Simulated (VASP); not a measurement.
Consider the following.

```
O2Si
1.0
    4.22890     0.00000     0.00000
    0.00000     4.22890     0.00000
    0.00000     0.00000     2.69551
Si O
2 4
Cartesian
  0.00000   4.22890   0.00000
  2.11445   2.11445   1.34776
  1.29646   1.29646   0.00000
  3.41091   0.81799   1.34776
  0.81799   3.41091   1.34776
  2.93244   2.93244   0.00000
```

Computed with PW91 GGA, VASP's PBE PAW potentials (set 64) (plane waves; VASP). Run with 520 eV cut-off, 6×6×9 Γ-centred mesh, tetrahedra with Blöchl corrections, potentials Si O.

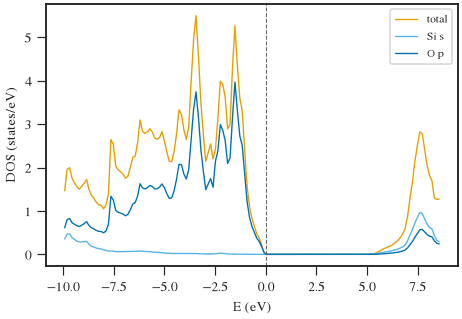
*Total and projected density of states, zero at the valence-band maximum*

Within 2 eV below the valence-band maximum the largest weight inside VASP's projection spheres is O p.

The gap is direct, 5.07 eV, from the valence maximum at Γ to the conduction minimum at Γ.

The compound is SiO2 in the rutile structure, stishovite, a high-pressure form. It was relaxed first.
